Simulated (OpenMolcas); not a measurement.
# [CoH6Cl3O3]− (mer-[CoCl3(H2O)3]-), step by step

We compute a series of 10 runs (ROHF/ANO-RCC-MB, CASSCF(7,5)/ANO-RCC-VDZ, CASPT2[IPEA 0](7,5)/ANO-RCC-VDZ, PC-NEVPT2(7,5)/ANO-RCC-VDZ, MC-PDFT[ftBLYP](7,5)/ANO-RCC-VDZ, SC-NEVPT2(7,5)/ANO-RCC-VDZ) of Cl3CoH6O3. 

Program for the calculation: OpenMolcas 26.06.

1 further run of the same task is left out (it didn't finish).

## 1. Starting point

The species is [CoH6Cl3O3]− (13 atoms), meant as a quartet with charge -1. As SMILES, `[OH2]->[Co-](<-[OH2])(<-[OH2])([Cl])([Cl])[Cl]`. The shape comes from GFN2-xTB, which is rough for such elements, and wasn't checked as a minimum. This is one conformer, not always the lowest.

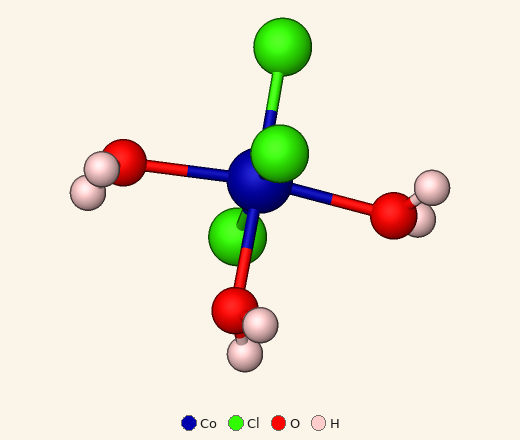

Viewed from a chosen angle; cobalt blue, chlorine green, oxygen red, hydrogen pink.

## 2. A single-point energy at ROHF/ANO-RCC-MB (DKH2) (run 1)

Contents of step1.inp:

```
&GATEWAY
 Coord
 13
 angstrom
 Co       0.545220       0.034210       0.004310
 Cl       0.276820       0.036670       2.297610
 Cl       0.296360       0.013670      -2.291270
 Cl       2.893540      -0.088340       0.012750
 O       -1.753820       0.191500      -0.003250
 H       -2.203410      -0.153890       0.779310
 H       -2.209790      -0.147410      -0.784980
 O        0.489600       2.315540      -0.007000
 H        0.152250       2.742320      -0.806550
 H        0.063480       2.747320       0.747060
 O        0.288030      -2.236270       0.021000
 H        0.607210      -2.720030       0.793530
 H        0.554510      -2.735300      -0.762520
 Basis=ANO-RCC-MB
 Group=NoSym

&SEWARD

&SCF
 UHF
 Charge=-1
 Spin=4
 PrOrbitals=1 1

&RASSCF
 FileOrb=$Project.UnaOrb
 Spin=4
 Nactel=3 0 0
 Inactive=53
 Ras2=3
 OutOrbitals=Canonical
 OrbListing=Nothing
```

Launch:

```sh
$ export MOLCAS_MEM=1860
$ pymolcas step1.inp > step1.log
```

Standard output:

```text
--- Start Module: gateway ---
[...]
--- Stop Module: gateway /rc=_RC_ALL_IS_WELL_ ---
[...]
      Basis functions           66
[...]
--- Start Module: scf ---
[...]
       Convergence after  42 Iterations
[...]
::    Total SCF energy                              -3002.8190173463
[...]
      Total spin, S                                     1.5003163857
[...]
--- Stop Module: scf /rc=_RC_ALL_IS_WELL_ ---
[...]
--- Start Module: rasscf ---
[...]
      Number of active orbitals                  3
[...]
      Spin quantum number                      1.5
[...]
      Active orbitals                            3
[...]
      Number of CSFs                             1
[...]
      Number of root(s) required                 1
[...]
      Convergence after  6 iterations
[...]
      printout of CI-coefficients larger than  0.05 for root  1
      energy=   -3002.818707
      conf/sym  111     Coeff  Weight
             1  uuu   1.00000 1.00000
      Natural orbitals and occupation numbers for root  1
      sym 1:   1.000000   1.000000   1.000000
      ************************************************************************************************************************
      *                                                    Final results                                                     *
[...]
::    RASSCF root number  1 Total energy:  -3002.81870663
[...]
      Total electronic charge=  109.000000
      Total            charge=   -1.000000
[...]
      Dipole Moment (debye):
      Origin of the operator (angstrom)=    0.6182    0.0218    0.0049
                   X= -9.2011E+00               Y= -1.1717E+00               Z= -1.2537E-01           Total=  9.2762E+00
      Center of Charge (angstrom)
[...]
--- Stop Module: rasscf /rc=_RC_ALL_IS_WELL_ ---
[...]
```

Run time: 18 s. Hardware: 1 thread of Arm Neoverse V2, shared host; peak memory 0.41 GiB.

## 3. The vertical excitations at CASSCF(7,5)/ANO-RCC-VDZ (DKH2, RICD fitting, 5 states averaged) (run 2)

Contents of step2.inp:

```
&GATEWAY
  Coord
  13
  angstrom
  Co       0.545220       0.034210       0.004310
  Cl       0.276820       0.036670       2.297610
  Cl       0.296360       0.013670      -2.291270
  Cl       2.893540      -0.088340       0.012750
  O       -1.753820       0.191500      -0.003250
  H       -2.203410      -0.153890       0.779310
  H       -2.209790      -0.147410      -0.784980
  O        0.489600       2.315540      -0.007000
  H        0.152250       2.742320      -0.806550
  H        0.063480       2.747320       0.747060
  O        0.288030      -2.236270       0.021000
  H        0.607210      -2.720030       0.793530
  H        0.554510      -2.735300      -0.762520
  Basis=ANO-RCC-MB
  Group=NoSym

&SEWARD

&RASSCF
  FileOrb=$CurrDir/step1.RasOrb
  Alter=2
  1 40 52
  1 41 53
  Spin=4
  Nactel=7 0 0
  Inactive=51
  Ras2=5
  CIRoot=5 5 1
  OrbListing=Nothing
>>> COPY $Project.RunFile RUNFIL1
>>> COPY $Project.RasOrb INPORB

&GATEWAY
  Coord
  13
  angstrom
  Co       0.545220       0.034210       0.004310
  Cl       0.276820       0.036670       2.297610
  Cl       0.296360       0.013670      -2.291270
  Cl       2.893540      -0.088340       0.012750
  O       -1.753820       0.191500      -0.003250
  H       -2.203410      -0.153890       0.779310
  H       -2.209790      -0.147410      -0.784980
  O        0.489600       2.315540      -0.007000
  H        0.152250       2.742320      -0.806550
  H        0.063480       2.747320       0.747060
  O        0.288030      -2.236270       0.021000
  H        0.607210      -2.720030       0.793530
  H        0.554510      -2.735300      -0.762520
  Basis=ANO-RCC-VDZ
  Group=NoSym
  RICD

&SEWARD
>>> COPY $Project.RunFile RUNFIL2

&EXPBAS

&RASSCF
  FileOrb=$Project.ExpOrb
  Spin=4
  Nactel=7 0 0
  Inactive=51
  Ras2=5
  CIRoot=5 5 1
  OrbListing=Nothing
```

Launch:

```sh
$ export MOLCAS_MEM=1860
$ pymolcas step2.inp > step2.log
```

Standard output:

```text
--- Start Module: gateway ---
[...]
      Basis functions           66
[...]
      Number of active orbitals                  5
[...]
      Spin quantum number                      1.5
[...]
      Active orbitals                            5
[...]
      Number of CSFs                            10
[...]
      Number of root(s) required                 5
[...]
      Convergence after 11 iterations
[...]
      printout of CI-coefficients larger than  0.05 for root  1
      energy=   -3002.834522
      conf/sym  11111     Coeff  Weight
             2  2u2uu   0.06878 0.00473
             3  2uu2u  -0.19174 0.03677
             4  2uuu2  -0.24805 0.06153
             5  u22uu   0.94524 0.89348
[...]
      Natural orbitals and occupation numbers for root  1
      sym 1:   1.096756   1.903244   1.903244   1.000000   1.096756
      Natural orbitals and occupation numbers for root  2
      sym 1:   1.849982   1.849982   1.150018   1.150018   1.000000
      Natural orbitals and occupation numbers for root  3
      sym 1:   1.845951   1.154049   1.845951   1.154049   1.000000
[...]
::    RASSCF root number  1 Total energy:  -3002.83452229
::    RASSCF root number  2 Total energy:  -3002.83213898
[...]
      Basis functions          105
[...]
--- Start Module: expbas ---
[...]
      Convergence after 15 iterations
[...]
      Natural orbitals and occupation numbers for root  2
      sym 1:   1.852106   1.852106   1.147894   1.147894   1.000000
      Natural orbitals and occupation numbers for root  3
      sym 1:   1.848627   1.151373   1.848627   1.151373   1.000000
      Natural orbitals and occupation numbers for root  4
      sym 1:   1.993363   1.006637   1.006637   1.993363   1.000000
      Natural orbitals and occupation numbers for root  5
      sym 1:   1.026791   1.973209   1.026791   1.973209   1.000000
      ************************************************************************************************************************
      *                                                    Final results                                                     *
[...]
::    RASSCF root number  2 Total energy:  -3003.11918546
::    RASSCF root number  3 Total energy:  -3003.11794370
::    RASSCF root number  4 Total energy:  -3003.10298329
::    RASSCF root number  5 Total energy:  -3003.10071117
[...]
      Total electronic charge=  109.000000
      Total            charge=   -1.000000
[...]
      Dipole Moment (debye):
      Origin of the operator (angstrom)=    0.6182    0.0218    0.0049
                   X= -9.5861E+00               Y= -1.3291E+00               Z= -1.4482E-01           Total=  9.6789E+00
      Center of Charge (angstrom)
[...]
```

It took 28 s on 1 thread of Arm Neoverse V2, shared host; peak memory 0.41 GiB.

The roots found:

| excited state | energy (eV) |
| --- | --- |
| 1 | 0.017 |
| 2 | 0.050 |
| 3 | 0.457 |
| 4 | 0.519 |

Run 3 isn't shown in full; the table further down has it.

## 4. A calculation of the kind “magnetism” at CASPT2[IPEA 0](7,5)/ANO-RCC-VDZ (DKH2, RICD fitting, ipea shift 0 Eh, multiplet size 4, pt2 variant SS, 5 states averaged) (run 4)

Contents of step4.inp:

```
* Cl3CoH6O3 CASPT2
&GATEWAY
COORD
13
angstrom
Co       0.545220       0.034210       0.004310
Cl       0.276820       0.036670       2.297610
Cl       0.296360       0.013670      -2.291270
Cl       2.893540      -0.088340       0.012750
O       -1.753820       0.191500      -0.003250
H       -2.203410      -0.153890       0.779310
H       -2.209790      -0.147410      -0.784980
O        0.489600       2.315540      -0.007000
H        0.152250       2.742320      -0.806550
H        0.063480       2.747320       0.747060
O        0.288030      -2.236270       0.021000
H        0.607210      -2.720030       0.793530
H        0.554510      -2.735300      -0.762520
BASIS = ANO-RCC-VDZ
GROUP = NoSym
RICD
AMFI
ANGMOM = 0.0 0.0 0.0
&SEWARD
&RASSCF
FILEORB = $CurrDir/step2.RasOrb
SPIN = 4
NACTEL = 7 0 0
INACTIVE = 51
RAS2 = 5
CIROOT = 5 5 1
ORBLISTING = Nothing
&CASPT2
MULTISTATE = all
NOMULTISTATE
IPEA = 0
IMAGINARY = 0.2
>>> COPY $Project.JobMix JOB001
&RASSCF
FILEORB = $CurrDir/step2.RasOrb
SPIN = 2
NACTEL = 7 0 0
INACTIVE = 51
RAS2 = 5
CIROOT = 15 15 1
ORBLISTING = Nothing
&CASPT2
MULTISTATE = all
NOMULTISTATE
IPEA = 0
IMAGINARY = 0.2
>>> COPY $Project.JobMix JOB002
&RASSI
NROFJOBIPHS = 2 all
SPINORBIT
EJOB
MEES
EPRG = 1.0
PROPERTIES = 3
'ANGMOM' 1
'ANGMOM' 2
'ANGMOM' 3
&SINGLE_ANISO
MLTP = 1
4
TINT = 0 300 4
```

Launch:

```sh
$ export MOLCAS_MEM=1860
$ pymolcas step4.inp > step4.log
```

Standard output:

```text
--- Start Module: gateway ---
[...]
--- Stop Module: gateway /rc=_RC_ALL_IS_WELL_ ---
[...]
      Basis functions          105
[...]
      Number of active orbitals                  5
[...]
      Spin quantum number                      1.5
[...]
      Active orbitals                            5
[...]
      Number of CSFs                            10
[...]
      Number of root(s) required                 5
[...]
      Convergence after  4 iterations
[...]
      printout of CI-coefficients larger than  0.05 for root  1
      energy=   -3003.119795
      conf/sym  11111     Coeff  Weight
             2  2u2uu   0.11967 0.01432
             3  2uu2u  -0.19987 0.03995
             4  2uuu2  -0.26048 0.06785
             5  u22uu   0.93335 0.87115
             7  u2uu2  -0.06848 0.00469
[...]
      Natural orbitals and occupation numbers for root  1
      sym 1:   1.103115   1.896885   1.896885   1.000000   1.103115
      Natural orbitals and occupation numbers for root  2
      sym 1:   1.852106   1.852106   1.147894   1.147894   1.000000
      Natural orbitals and occupation numbers for root  3
      sym 1:   1.848627   1.151373   1.848627   1.151373   1.000000
      Natural orbitals and occupation numbers for root  4
      sym 1:   1.993363   1.006637   1.006637   1.993363   1.000000
      Natural orbitals and occupation numbers for root  5
      sym 1:   1.026791   1.973209   1.026791   1.973209   1.000000
      ************************************************************************************************************************
      *                                                    Final results                                                     *
[...]
::    RASSCF root number  1 Total energy:  -3003.11979487
::    RASSCF root number  2 Total energy:  -3003.11918546
[...]
      Total electronic charge=  109.000000
      Total            charge=   -1.000000
[...]
      Dipole Moment (debye):
      Origin of the operator (angstrom)=    0.6182    0.0218    0.0049
                   X= -9.5861E+00               Y= -1.3291E+00               Z= -1.4482E-01           Total=  9.6789E+00
      Center of Charge (angstrom)
[...]
--- Start Module: rassi ---
[...]
::    SO-RASSI State   47     Total energy:   -3003.79565901557635
::    SO-RASSI State   48     Total energy:   -3003.79565901557635
::    SO-RASSI State   49     Total energy:   -3003.79467481496067
::    SO-RASSI State   50     Total energy:   -3003.79467481496067
[...]
--- Stop Module: rassi /rc=_RC_ALL_IS_WELL_ ---
--- Start Module: single_aniso ---
[...]
--- Stop Module: single_aniso /rc=_RC_ALL_IS_WELL_ ---
[...]
```

It took 70 s on 1 thread of Arm Neoverse V2, shared host; peak memory 0.16 GiB.

Runs 5 to 9 aren't shown in full; the table further down has their settings and results.

## 5. The energy at SC-NEVPT2(7,5)/ANO-RCC-VDZ (DKH2, RICD fitting, pt2 variant SC-NEVPT2) (run 10)

Contents of step10.inp:

```
* Cl3CoH6O3 NEVPT2
>>> EXPORT MOLCAS_PRINT=2

&GATEWAY
 Coord
 13
 angstrom
 Co       0.545220       0.034210       0.004310
 Cl       0.276820       0.036670       2.297610
 Cl       0.296360       0.013670      -2.291270
 Cl       2.893540      -0.088340       0.012750
 O       -1.753820       0.191500      -0.003250
 H       -2.203410      -0.153890       0.779310
 H       -2.209790      -0.147410      -0.784980
 O        0.489600       2.315540      -0.007000
 H        0.152250       2.742320      -0.806550
 H        0.063480       2.747320       0.747060
 O        0.288030      -2.236270       0.021000
 H        0.607210      -2.720030       0.793530
 H        0.554510      -2.735300      -0.762520
 Basis=ANO-RCC-VDZ
 Group=NoSym
 RICD

&SEWARD

&RASSCF
 FileOrb=$CurrDir/step2.RasOrb
 Spin=4
 Nactel=7 0 0
 Inactive=51
 Ras2=5
 OrbListing=Nothing

&CASPT2
 SC-NEVPT2
```

Launch:

```sh
$ export MOLCAS_MEM=1860
$ pymolcas step10.inp > step10.log
```

Standard output:

```text
--- Start Module: gateway ---
[...]
--- Stop Module: gateway /rc=_RC_ALL_IS_WELL_ ---
[...]
      Basis functions          105
[...]
--- Start Module: rasscf ---
[...]
      Number of active orbitals                  5
[...]
      Spin quantum number                      1.5
[...]
      Active orbitals                            5
[...]
      Number of CSFs                            10
[...]
      Number of root(s) required                 1
[...]
      Convergence after 11 iterations
[...]
      printout of CI-coefficients larger than  0.05 for root  1
      energy=   -3003.120833
      conf/sym  11111     Coeff  Weight
             4  2uuu2  -0.29027 0.08425
             5  u22uu   0.95695 0.91575
      Natural orbitals and occupation numbers for root  1
      sym 1:   1.084254   1.915746   1.915746   1.000000   1.084254
      ************************************************************************************************************************
      *                                                    Final results                                                     *
[...]
::    RASSCF root number  1 Total energy:  -3003.12083254
[...]
      Total electronic charge=  109.000000
      Total            charge=   -1.000000
[...]
      Dipole Moment (debye):
      Origin of the operator (angstrom)=    0.6182    0.0218    0.0049
                   X= -9.5825E+00               Y= -1.3140E+00               Z= -1.4527E-01           Total=  9.6733E+00
      Center of Charge (angstrom)
[...]
--- Stop Module: rasscf /rc=_RC_ALL_IS_WELL_ ---
[...]
--- Start Module: caspt2 ---
[...]
      E2 (Variational):          -0.7569849205
[...]
      E2 (Variational):          -0.7569643775
      Total energy:           -3003.8777969260
[...]
      Reference weight:           0.81222
[...]
::    SC-NEVPT2 Root  1     Total energy:  -3003.87779693
[...]
--- Stop Module: caspt2 /rc=_RC_ALL_IS_WELL_ ---
[...]
```

It took 11 s on 1 thread of Arm Neoverse V2, shared host; peak memory 0.16 GiB.

## 6. The series

| run | level | integral approximation | task | partner | energy (Eh) | wall time |
| --- | --- | --- | --- | --- | --- | --- |
| 1 | ROHF/ANO-RCC-MB (DKH2) | none | energy | base | -3002.818707 | 18 s |
| 2 | CASSCF(7,5)/ANO-RCC-VDZ (DKH2, RICD fitting, 5 states averaged) | RICD | excited | base | -3003.119795 | 28 s |
| 3 | CASSCF(7,5)/ANO-RCC-VDZ (DKH2, RICD fitting, multiplet size 4, 5 states averaged, second multiplicity 2, second roots 15) | RICD | magnetism | base | -3003.119795 | 22 s |
| 4 | CASPT2[IPEA 0](7,5)/ANO-RCC-VDZ (DKH2, RICD fitting, ipea shift 0 Eh, multiplet size 4, pt2 variant SS, 5 states averaged) | RICD | magnetism | base | -3003.913775 | 70 s |
| 5 | PC-NEVPT2(7,5)/ANO-RCC-VDZ (DKH2, RICD fitting, pt2 variant QD-PC-NEVPT2, 5 states averaged) | RICD | excited | base | -3003.877148 | 15 s |
| 6 | MC-PDFT[ftBLYP](7,5)/ANO-RCC-VDZ (DKH2, RICD fitting, 5 states averaged) | RICD | excited | base | -3008.362023 | 20 s |
| 7 | CASPT2[IPEA 0](7,5)/ANO-RCC-VDZ (DKH2, RICD fitting, ipea shift 0 Eh, pt2 variant SS) | RICD | energy | other spin | -3003.853058 | 12 s |
| 8 | SC-NEVPT2(7,5)/ANO-RCC-VDZ (DKH2, RICD fitting, pt2 variant SC-NEVPT2) | RICD | energy | other spin | -3003.826723 | 11 s |
| 9 | CASPT2[IPEA 0](7,5)/ANO-RCC-VDZ (DKH2, RICD fitting, ipea shift 0 Eh, pt2 variant SS) | RICD | energy | base | -3003.913806 | 12 s |
| 10 | SC-NEVPT2(7,5)/ANO-RCC-VDZ (DKH2, RICD fitting, pt2 variant SC-NEVPT2) | RICD | energy | base | -3003.877797 | 11 s |

## 7. What came out

| quantity | value |
| --- | --- |
| run 10, SC-NEVPT2(7,5)/ANO-RCC-VDZ: total energy | -3003.87780 Eh |
| vertical energy of the doublet above the quartet, CASPT2[IPEA 0](7,5)/ANO-RCC-VDZ | 1.653 eV |
| vertical energy of the doublet above the quartet, SC-NEVPT2(7,5)/ANO-RCC-VDZ | 1.390 eV |

At CASPT2[IPEA 0](7,5)/ANO-RCC-VDZ: at this shape the doublet lies 1.65 eV (38 kcal/mol) above the quartet. At SC-NEVPT2(7,5)/ANO-RCC-VDZ: at this shape the doublet lies 1.39 eV (32 kcal/mol) above the quartet. In run 1 the basis is minimal, so the values are rough. All runs together took 3.7 min, the longest 70 s.
